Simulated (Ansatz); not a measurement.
F$_{4}$H$_{2}$W···HF

```yaml
atoms:
  - { symbol: W, position_ang: [-0.0894, -0.2051, 0.1198] }
  - { symbol: H, position_ang: [-0.0029, -0.1117, 1.8150] }
  - { symbol: F, position_ang: [1.4565, -1.1621, 0.4933] }
  - { symbol: F, position_ang: [-0.6422, 1.6047, 0.2718] }
  - { symbol: F, position_ang: [-1.9357, -0.4316, 0.3129] }
  - { symbol: F, position_ang: [-0.3454, -1.6374, -1.0558] }
  - { symbol: H, position_ang: [0.8291, 0.6004, -1.0642] }
  - { symbol: F, position_ang: [1.7102, 1.4113, 1.0377] }
  - { symbol: H, position_ang: [1.1781, 2.1795, 0.9764] }
```

Core potentials replace the inner electrons of W.

All numbers below come from Ansatz 0.2.0, RKS B3LYP/def2-SVP.

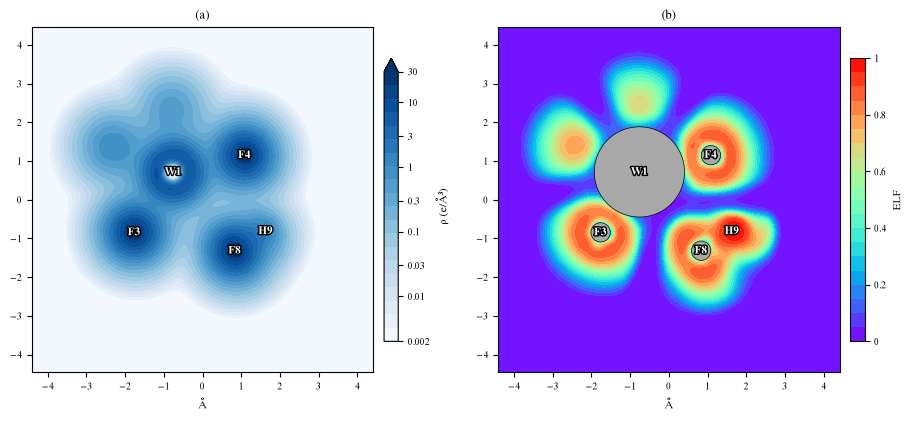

Figure 1. (a) electron density; (b) electron localisation function on the plane of atoms F3, W1 and F4. Grey discs cover the atomic cores in the ELF map.

Question: Interpret the plot.

Answer: The section cuts through W, F and H sites.
W1···F8 (2.59 Å): the density falls to about 0.16 e/Å³ on the way; the ELF is about 0.05 at the midpoint.
W–F (1.86 Å): ρ is about 1.1 e/Å³ halfway; the ELF peaks at about 0.85 in the valence shell of F, 0.5 Å from its nucleus, and drops to about 0.20 between the two atoms.
F–H (0.94 Å): ρ is about 4.5 e/Å³ halfway; the ELF climbs to about 1 towards the hydrogen, as it does in any bond to H (a covalent bond by its length).
W–F (1.90 Å): ρ at the midpoint is about 1 e/Å³; the ELF peaks at about 0.85 in the valence shell of F, 0.5 Å from its nucleus, and drops to about 0.25 between the two atoms.
The ELF also peaks beside F8, away from the bonds: lone-pair regions.

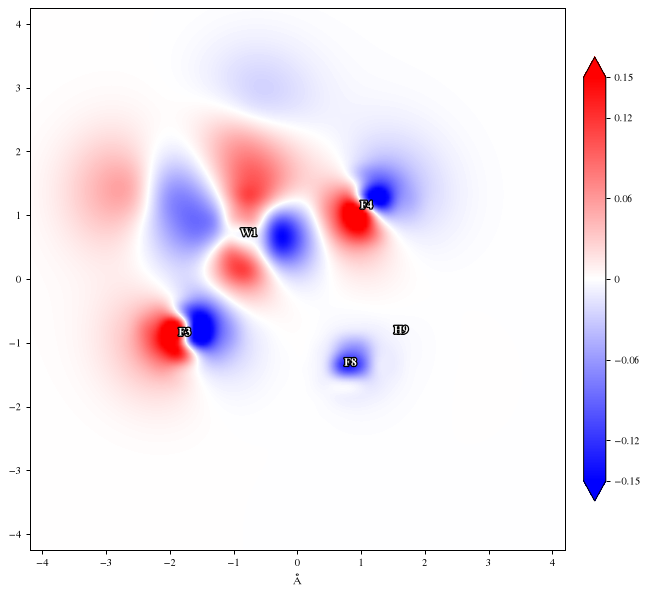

Figure 2. The HOMO on the plane of atoms F3, W1 and F4 (values in Å⁻³ᐟ²; the overall sign is arbitrary).

Question: Where does this orbital lie, and at what energy?

Answer: Its weight (Hirshfeld) is mainly on W1 (about 30 %), H2 (about 20 %), H7 (about 20 %), F4 (about 10 %) and F3 (about 10 %). Its energy is −9.09 eV.

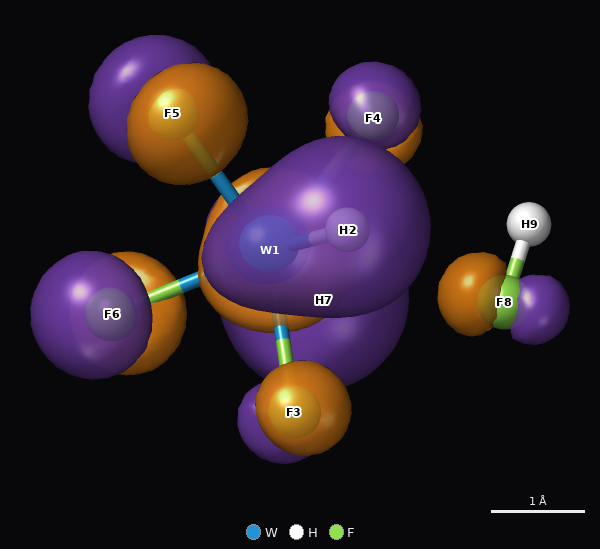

Figure 3. The HOMO−1 at ±0.1 Å⁻³ᐟ² (orange and purple are the two phases), seen across its widest extent.

Question: Where does this orbital lie, and at what energy?

Answer: By Hirshfeld shares it lies mainly on W1 (about 30 %), F5 (about 15 %), H7 (about 15 %), F6 (about 15 %) and H2 (about 15 %). Its energy is −10.68 eV.
